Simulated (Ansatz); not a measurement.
## Effect of x(Sc) = 0.5, 8 atoms, Pmm2 on Y

Consider Y in the hcp (Mg type) structure (space group P6_3/mmc, No. 194; a = 3.683 Å, c = 5.698 Å).

The other end (x = 1) is Sc in the hcp (Mg type) structure (space group P6_3/mmc, No. 194): 24.92 Å³/atom, gap zero.

Now apply this change: Sc replaces 50.0 % of the Y, ordered in a cell of 8 atoms (starting symmetry Pmm2) and fully relaxed.

Level of theory: Ansatz (a first-principles code) r2SCAN, without spin-orbit coupling. k-mesh 13×9×4 (Γ-centred); smearing 0.05 eV (Fermi–Dirac), for the changed cell.

```tsv
quantity	base	changed	shift
volume per atom	33.46 Å³	29.09 Å³	-4.37 Å³
density	4.41 g/cm³	3.82 g/cm³	-0.59 g/cm³
shortest interatomic distance	3.555 Å	3.348 Å	-0.207 Å
band gap	zero	zero	–
mixing energy (to 0.01 eV only: unlike meshes or grids)	–	+0.04 eV/atom	–
```

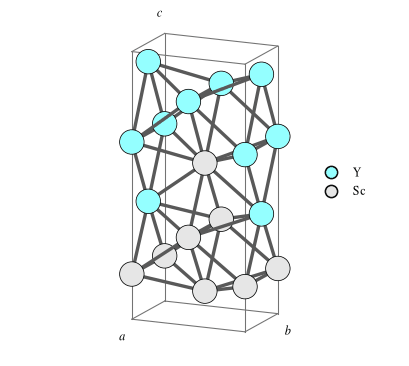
*The relaxed conventional cell after the change*

These are small ordered cells, not random alloys; other orderings at the same x differ. No phonon test of stability was made. The final runs are not spin-polarised. YSc has a high density of states at the Fermi level and may be magnetic at this level.
